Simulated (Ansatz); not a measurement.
```xyz
15

C    -1.7732    0.3577    1.3023
Al   -0.1340   -0.1158    0.3382
Si    2.1024    0.7430    0.8662
C    -0.1981   -1.4585   -1.0830
N    -0.3579   -0.0561   -1.6545
H    -2.6699    0.0081    0.7812
H    -1.8671    1.4385    1.4427
H    -1.7859   -0.0938    2.2996
H     3.0089    0.6322   -0.3214
H     2.1341    2.1820    1.2690
H     2.7841   -0.0050    1.9655
H    -1.0915   -2.0475   -1.2777
H     0.6746   -1.9499   -1.5046
H     0.3929    0.2163   -2.2733
H    -1.2413    0.0981   -2.1206
```

Geometry: PBE0-D4/def2-TZVP.

All numbers below come from RKS PBE0-D4/def2-TZVPP in Ansatz 0.2.0.

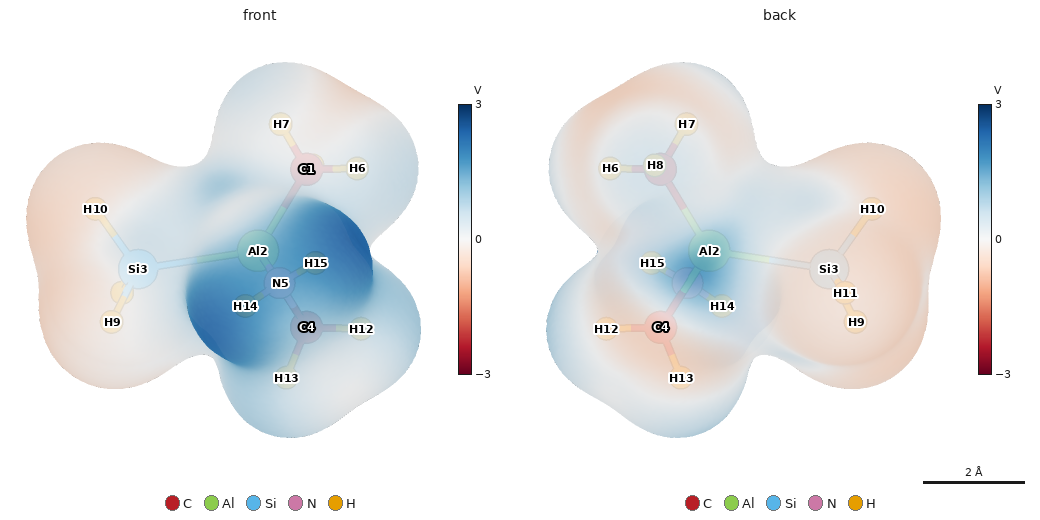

C$_{2}$H$_{10}$AlNSi. The electrostatic potential painted on the density surface at 0.002 e/bohr³, seen from the front and from behind; the colour scale runs from red (negative) to blue (positive).

Where is the surface potential most negative and most positive?

Answer. The most negative region (about −0.6 V) lies over C1, C4, H10 and H11, the most positive (about +2.4 V) over H14 and H15.
